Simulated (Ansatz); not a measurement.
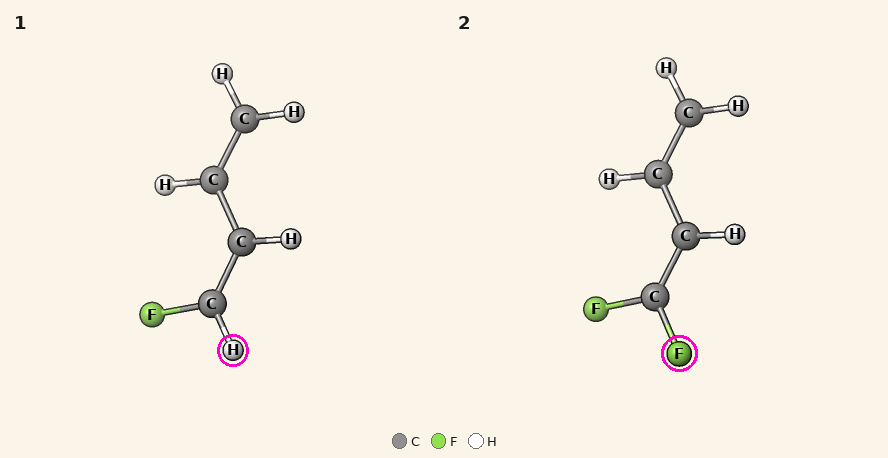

2 molecules with one skeleton, seen from the same side and at one scale; the atom that differs is circled. Each species is neutral and a spin singlet. Computed geometries: PBE0-D4/def2-TZVP optimisations, one conformation each. Properties computed with Ansatz 0.2.0.

One atom differs, called X below: H in panel 1, F in panel 2. Their formulas are C4H5F (`C=C/C=C\F`), C4H4F2 (`C=CC=C(F)F`).

> In which is the dipole moment larger (PBE-D4/def2-TZVPP)?

In panel 1 (X = H).

> In which is the length of X–C larger (PBE0-D4/def2-TZVP)?

In panel 2 (X = F).

Give the values. With PBE0-D4/def2-TZVP: length of X–C (Å), angle F–C–X (°). With PBE-D4/def2-TZVPP: dipole moment (D), HOMO energy (Kohn–Sham orbital) (eV), HOMO–LUMO gap (eV).

```tsv
quantity	1 (H)	2 (F)	2 − 1
length of X–C (Å)	1.083	1.312	+0.229
angle F–C–X (°)	112.3	110.0	−2.3
dipole moment (D)	1.09	0.70	−0.39
HOMO energy (Kohn–Sham orbital) (eV)	−5.72	−5.67	+0.05
HOMO–LUMO gap (eV)	3.93	4.03	+0.10
```
